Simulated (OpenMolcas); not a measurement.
**One shape, several levels: doublet HNO−**

Wanted: a comparison of 6 runs (UHF/3-21G, UB3LYP/6-31G*, UBHLYP/def2-TZVPPD, UBLYP/def2-TZVPPD, UM06-2X/def2-TZVPPD, UPBE/def2-TZVPPD) of doublet HNO−. 

Program for the calculation: OpenMolcas 26.06.

## (1) The structure to begin with

The species is HNO− (3 atoms), meant as a doublet with charge -1. As SMILES of the parent species, `N=O`. Geometry: relaxed at PBE0-D4/def2-TZVP. That shape belongs to the parent species and isn't relaxed for this state.

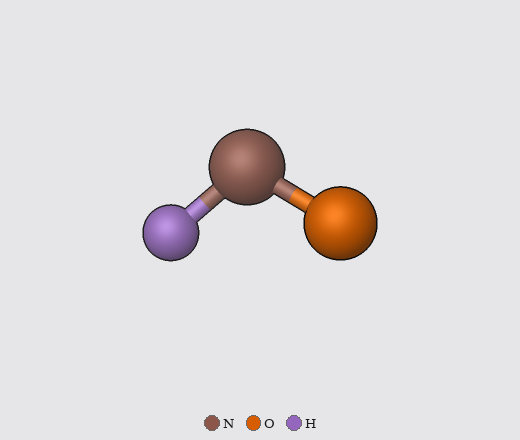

Viewed from a chosen angle; nitrogen brown, oxygen orange, hydrogen purple.

## (2) A single-point energy at UHF/3-21G (run 1)

Contents of run.input:

```
&GATEWAY
  BasLib
  $CurrDir
  BasisSet
  N.3-21G....
  N1 -0.283700 0.312790 -0.117160 angstrom
  End of Basis
  BasisSet
  O.3-21G....
  O2 0.755300 0.397200 0.456500 angstrom
  End of Basis
  BasisSet
  H.3-21G....
  H3 -0.471600 -0.709980 -0.339350 angstrom
  End of Basis

&SEWARD

&SCF
  UHF
  Charge
  -1
  Spin
  2
  Thresholds
  1e-10 1e-07 1e-07 1e-05
  PrOrbitals
  1 1
```

The basis set 3-21G is read from a file made from the Basis Set Exchange's data (not shown).

On the command line:

```
$ export MOLCAS_MEM=1860
$ pymolcas run.input > run.log
```

The program printed:

```text
--- Start Module: gateway ---
[...]
--- Stop Module: gateway /rc=_RC_ALL_IS_WELL_ ---
--- Start Module: seward ---
[...]
      Basis functions           20
--- Stop Module: seward /rc=_RC_ALL_IS_WELL_ ---
--- Start Module: scf ---
[...]
       Convergence after  21 Iterations
[...]
::    Total SCF energy                               -128.9749157598
[...]
      Total spin, S                                     0.5047215261
[...]
      Total electronic charge=   17.000000
      Total            charge=   -1.000000
[...]
      Dipole Moment (debye):
      Origin of the operator (angstrom)=    0.2462    0.3231    0.1716
                   X=  1.3771E-01               Y= -7.4550E-01               Z= -1.2926E-02           Total=  7.5823E-01
      Center of Charge (angstrom)
[...]
--- Stop Module: scf /rc=_RC_ALL_IS_WELL_ ---
[...]
```

Wall time 1.9 s (1 thread of Arm Neoverse V1, shared host); peak memory 0.37 GiB.

## (3) A single-point energy at UB3LYP/6-31G(d) (spherical functions) (run 2)

Contents of mol.input:

```
>>> EXPORT MOLCAS_PRINT=2

&GATEWAY
  BasLib = $CurrDir
  Coord
  3
  angstrom
  N       -0.283700       0.312790      -0.117160
  O        0.755300       0.397200       0.456500
  H       -0.471600      -0.709980      -0.339350
  Basis = 6-31Gs
  Group = NoSym

&SEWARD
  GridInput
  Grid=UltraFine
  End of Grid

&SCF
  UHF
  Charge = -1
  Spin = 2
  KSDFT = B3LYP
  Thresholds = 1e-10 1e-07 1e-07 1e-05
  PrOrbitals = 1 2
```

The basis set 6-31G* is read from a file made from the Basis Set Exchange's data (not shown).

On the command line:

```
$ export MOLCAS_MEM=1860
$ pymolcas mol.input > mol.log
```

The program printed:

```text
--- Start Module: gateway ---
[...]
--- Stop Module: gateway /rc=_RC_ALL_IS_WELL_ ---
--- Start Module: seward ---
[...]
      Basis functions           30
--- Stop Module: seward /rc=_RC_ALL_IS_WELL_ ---
--- Start Module: scf ---
[...]
       Convergence after  18 Iterations
[...]
::    Total KS-DFT energy                            -130.4277948796
[...]
      Total spin, S                                     0.5014841406
[...]
      Total electronic charge=   17.000000
      Total            charge=   -1.000000
[...]
      Dipole Moment (debye):
      Origin of the operator (angstrom)=    0.2462    0.3231    0.1716
                   X=  4.1147E-01               Y= -4.3733E-01               Z=  1.7184E-01           Total=  6.2457E-01
      Center of Charge (angstrom)
[...]
--- Stop Module: scf /rc=_RC_ALL_IS_WELL_ ---
[...]
```

Run time: 8.4 s. Hardware: 1 thread of Arm Neoverse V1, shared host; peak memory 0.37 GiB.

Run 3 isn't shown in full; the table further down has it.

## (4) A single-point energy at UBLYP/def2-TZVPPD (run 4)

Contents of mol.input:

```
* HNO Kohn-Sham DFT

&GATEWAY
  BASLIB = $CurrDir
  COORD
  3
  bohr
  N     -0.53611530     0.59108743    -0.22140031
  O      1.42731014     0.75059922     0.86265998
  H     -0.89119484    -1.34166775    -0.64127856
  BASIS = def2-TZVPPD
  GROUP = NoSym

&SEWARD
  GRIDINPUT
  Grid=UltraFine
  End of Grid

&SCF
  UHF
  CHARGE = -1
  SPIN = 2
  KSDFT = BLYP
  THRESHOLDS = 1e-10 1e-07 1e-07 1e-05
  PRORBITALS = 1 1
```

The basis set def2-TZVPPD is read from a file made from the Basis Set Exchange's data (not shown).

On the command line:

```
$ export MOLCAS_MEM=1860
$ pymolcas mol.input > mol.log
```

The program printed:

```text
--- Start Module: gateway ---
[...]
--- Stop Module: gateway /rc=_RC_ALL_IS_WELL_ ---
--- Start Module: seward ---
[...]
      Basis functions           94
--- Stop Module: seward /rc=_RC_ALL_IS_WELL_ ---
[...]
--- Start Module: scf ---
[...]
       Convergence after  22 Iterations
[...]
::    Total KS-DFT energy                            -130.5139653209
[...]
      Total spin, S                                     0.5016903504
[...]
      Total electronic charge=   17.000000
      Total            charge=   -1.000000
[...]
      Dipole Moment (debye):
      Origin of the operator (angstrom)=    0.2462    0.3231    0.1716
                   X=  6.1717E-01               Y= -2.9563E-01               Z=  3.0011E-01           Total=  7.4724E-01
      Center of Charge (angstrom)
[...]
--- Stop Module: scf /rc=_RC_ALL_IS_WELL_ ---
[...]
```

It took 41 s on 1 thread of Arm Neoverse V1, shared host; peak memory 0.52 GiB.

Run 5 isn't shown in full; the table further down has it.

## (5) A single-point energy at UPBE/def2-TZVPPD (run 6)

Contents of run.inp:

```
&gateway
  baslib=$CurrDir
  coord
  3
  bohr
  N     -0.53611530     0.59108743    -0.22140031
  O      1.42731014     0.75059922     0.86265998
  H     -0.89119484    -1.34166775    -0.64127856
  basis=def2-TZVPPD
  group=NoSym

&seward
  gridinput
  Grid=UltraFine
  End of Grid

&scf
  uhf
  charge=-1
  spin=2
  ksdft=PBE
  thresholds=1e-10 1e-07 1e-07 1e-05
  prorbitals=1
```

The basis set def2-TZVPPD is read from a file made from the Basis Set Exchange's data (not shown).

On the command line:

```
$ export MOLCAS_MEM=1860
$ pymolcas run.inp > run.log
```

The program printed:

```text
--- Start Module: gateway ---
[...]
--- Stop Module: gateway /rc=_RC_ALL_IS_WELL_ ---
--- Start Module: seward ---
[...]
      Basis functions           94
--- Stop Module: seward /rc=_RC_ALL_IS_WELL_ ---
[...]
--- Start Module: scf ---
[...]
       Convergence after  22 Iterations
[...]
::    Total KS-DFT energy                            -130.3948695603
[...]
      Total spin, S                                     0.5014851910
[...]
      Total electronic charge=   17.000000
      Total            charge=   -1.000000
[...]
      Dipole Moment (debye):
      Origin of the operator (angstrom)=    0.2462    0.3231    0.1716
                   X=  6.4863E-01               Y= -2.9576E-01               Z=  3.1716E-01           Total=  7.8025E-01
      Center of Charge (angstrom)
[...]
--- Stop Module: scf /rc=_RC_ALL_IS_WELL_ ---
[...]
```

It took 41 s on 1 thread of Arm Neoverse V1, shared host; peak memory 0.52 GiB.

## (6) The series

| run | level | integration grid | energy (Eh) | HOMO energy (eV) | LUMO energy (eV) | ⟨S²⟩ | wall time |
| --- | --- | --- | --- | --- | --- | --- | --- |
| 1 | UHF/3-21G | – | -128.974916 | 0.51 | 15.67 | 0.759 | 1.9 s |
| 2 | UB3LYP/6-31G* (spherical functions) | UltraFine | -130.427795 | 4.67 | 8.89 | 0.753 | 8.4 s |
| 3 | UBHLYP/def2-TZVPPD | UltraFine | -130.455109 | 1.20 | 6.12 | 0.760 | 38 s |
| 4 | UBLYP/def2-TZVPPD | UltraFine | -130.513965 | 4.23 | 5.13 | 0.753 | 41 s |
| 5 | UM06-2X/def2-TZVPPD | UltraFine | -130.471372 | 1.36 | 5.79 | 0.757 | 54 s |
| 6 | UPBE/def2-TZVPPD | UltraFine | -130.394870 | 4.18 | 5.14 | 0.753 | 41 s |

## (7) Outcome

| quantity | value |
| --- | --- |
| run 6: total energy | -130.39487 Eh |
| run 6: HOMO energy (highest over α and β) | 4.18 eV |
| run 6: LUMO energy (lowest over α and β) | 5.14 eV |
| run 6: ⟨S²⟩ | 0.753 |

**Reading.** Totals of different functionals can't be ranked against each other. In runs 1, 2, 3, 4, 5, 6 the HOMO lies above zero, so the outermost electron may be held by the basis alone. All runs together took 3.1 min, the longest 54 s.
